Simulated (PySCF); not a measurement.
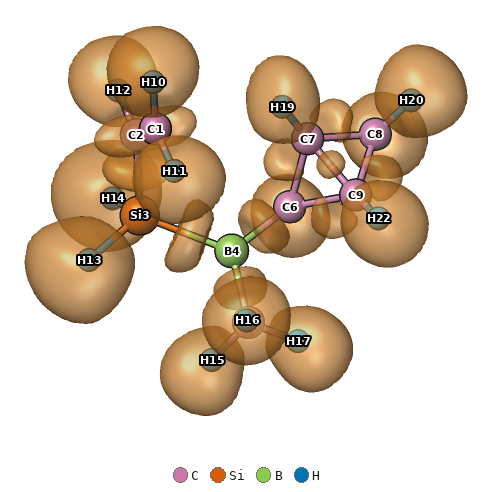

Figure 1: C$_{7}$H$_{13}$BSi. Isosurface of the electron localisation function at 0.8 (orange), seen at a tilt. Only the valence region is drawn (cores and ρ < 0.01 e/Å³ removed).

Geometry: GFN2-xTB.

Theory: PBE0/pcSseg-1, SCF density, gas phase, non-relativistic in PySCF.

```xyz
22

C     1.7921    2.5476    1.5739
C     2.0099    2.5949    0.2696
Si    0.6484    2.5257   -1.0494
B    -0.4225    0.8837   -0.8412
C    -1.9760    0.9416   -0.5893
C     0.2866   -0.5148   -0.9157
C     1.4038   -0.9322    0.0020
C     1.3237   -2.3996   -0.2706
C     0.0921   -1.6258    0.0794
H     2.5874    2.5853    2.3050
H     0.7946    2.4748    1.9805
H     3.0353    2.6656   -0.0725
H    -0.1025    3.7933   -0.9268
H     1.3560    2.6363   -2.3408
H    -2.4783    1.6874   -1.2042
H    -2.1429    1.2582    0.4427
H    -2.4929   -0.0083   -0.7138
H     0.4048   -0.8442   -1.9550
H     1.9867   -0.3699    0.6999
H     1.7266   -3.0750    0.4753
H     1.4520   -2.7545   -1.2884
H    -0.6237   -1.7619    0.8616
```

Where are the electrons localised?

Answer. The ELF exceeds this value in two regions between bonded B–C atoms (shared pairs), one region between bonded B–Si atoms (shared pairs), six regions between bonded C–C atoms (shared pairs), one region between bonded C–Si atoms (shared pairs) and 13 regions around hydrogen nuclei. Along the contacts the grid gives the following. C–C (1.32 Å): the ELF peaks at about 0.95 between the atoms; a short, multiple covalent bond. C–B (1.57 Å): the ELF peaks at about 1 between the atoms (localised, covalent bonding).
